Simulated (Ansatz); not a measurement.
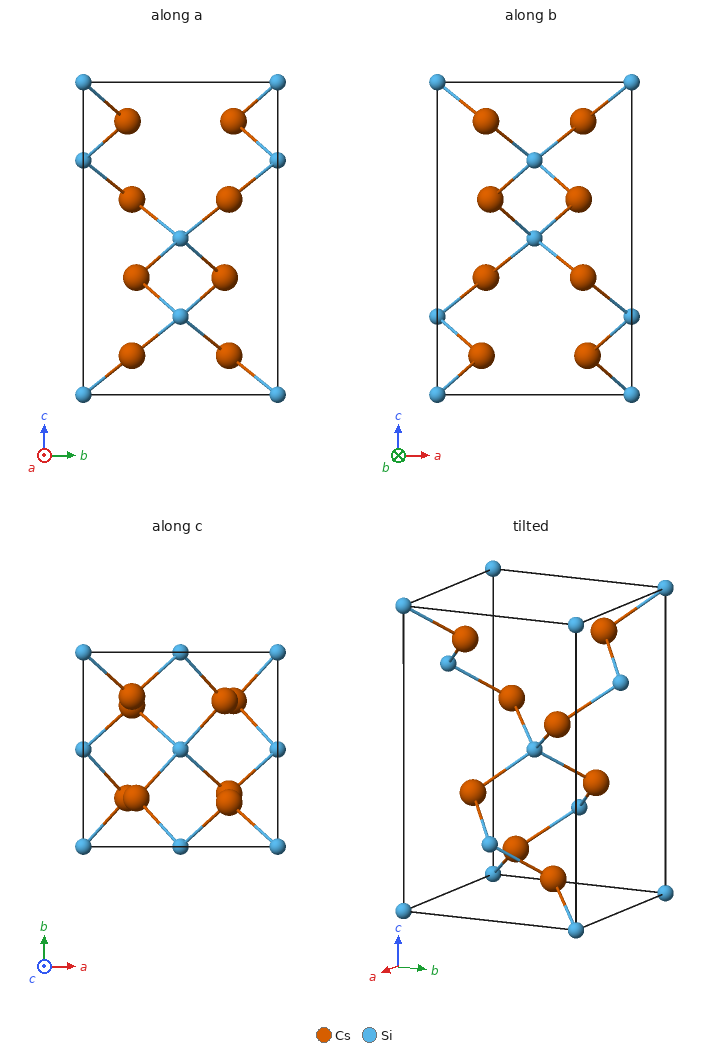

Drawn in the ball-and-stick manner and seen along the a axis, along the b axis, along the c axis and slightly off an axis. The lines enclose the conventional unit cell; boundary atoms appear with their images.

Lattice parameters: a = 6.811 Å, b = 6.811 Å, c = 10.955 Å, α = 90.00°, β = 90.00°, γ = 90.00°.

Question: From the views, write a table of Wyckoff sites, with free fractional coordinates to two decimals.

Answer: Space group I-42d (No. 122).
```json
{"atom": "Cs", "site": "8d", "x": "0.23", "y": "0.25", "z": "0.1250"}
{"atom": "Si", "site": "4a", "x": "0.00", "y": "0.00", "z": "0.00"}
```

About the cell: it is a generated cell, made by putting these elements into a known structure type (the compound may or may not exist in this form), and it is unrelaxed. Ansatz was used for an electronic-structure calculation on it.

At this level of theory the cell isn't at rest (compressed, at 12 GPa and forces up to 3.2 eV/Å), so its distances can differ from those at equilibrium, the more so the softer the solid.
